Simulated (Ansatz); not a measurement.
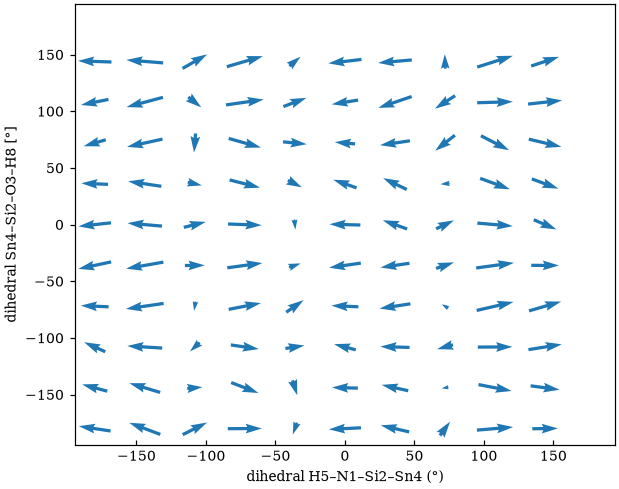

H7NOSiSn, SMILES N[SiH](O)[SnH3]. Coordinates scanned: (1) dihedral H5–N1–Si2–Sn4; (2) dihedral Sn4–Si2–O3–H8. Nothing is relaxed (all other coordinates rigid). The scan uses a 10 × 10 grid. Method: RKS PBE-D4/def2-SVP in Ansatz.

In the figure: arrows along the force (downhill), their lengths compressed.

Q: The arrows alone are given. Where are the wells?

A: The arrows converge at about dihedral H5–N1–Si2–Sn4 = 160°, dihedral Sn4–Si2–O3–H8 = −50°; about dihedral H5–N1–Si2–Sn4 = −35°, dihedral Sn4–Si2–O3–H8 = 160° (4.0 kJ/mol up); dihedral H5–N1–Si2–Sn4 = −36°, dihedral Sn4–Si2–O3–H8 = −36° (4.3 kJ/mol up) (read from the interpolated surface).

The energy map of the same scan:

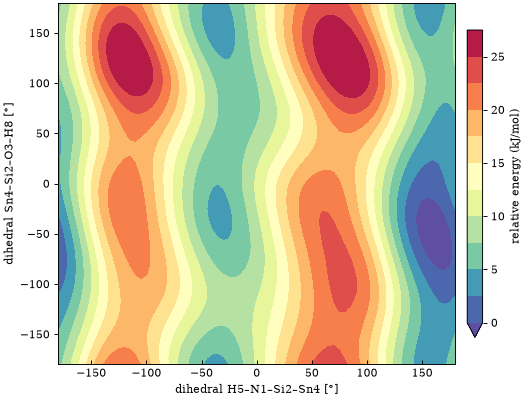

Energies are in kJ/mol, from the lowest grid point; between grid points the surface is interpolated.
